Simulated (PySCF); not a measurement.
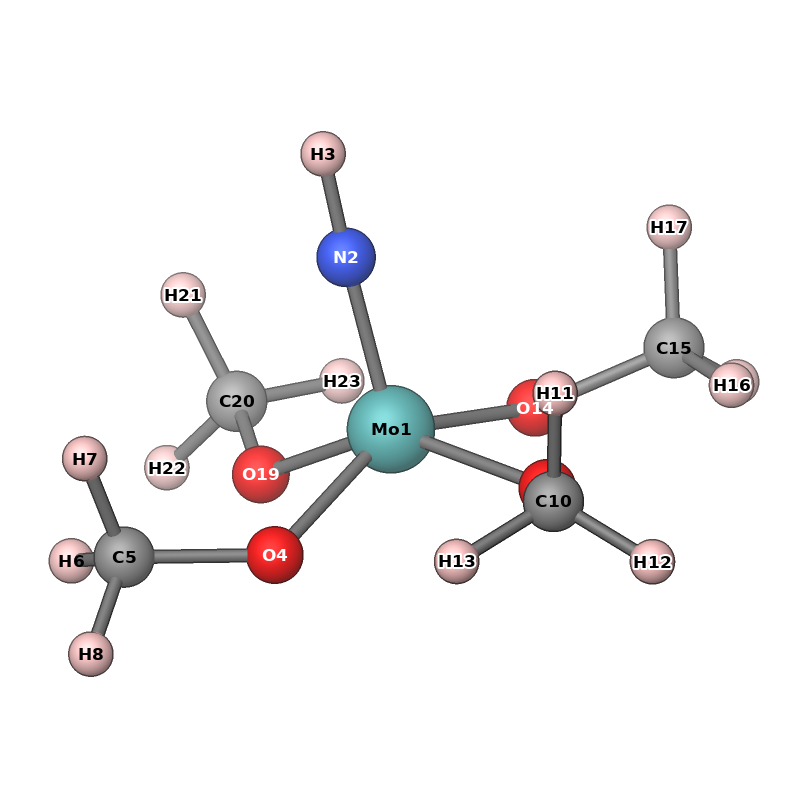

O9 lies behind C10. The molecule seen nearly along the C10–O9 bond, C10 in front. Distant atoms are faded towards the background colour. The species is neutral and a spin singlet. The geometry was computed by an optimisation with PBE0-D3(BJ)/def2-SVP. No frequency run is at hand to confirm it as a minimum.

Q: What is the torsion angle H11–C10–O9–Mo1? The sign is positive where the front bond must turn clockwise to cover the back bond.

A: −73°, synclinal (gauche).
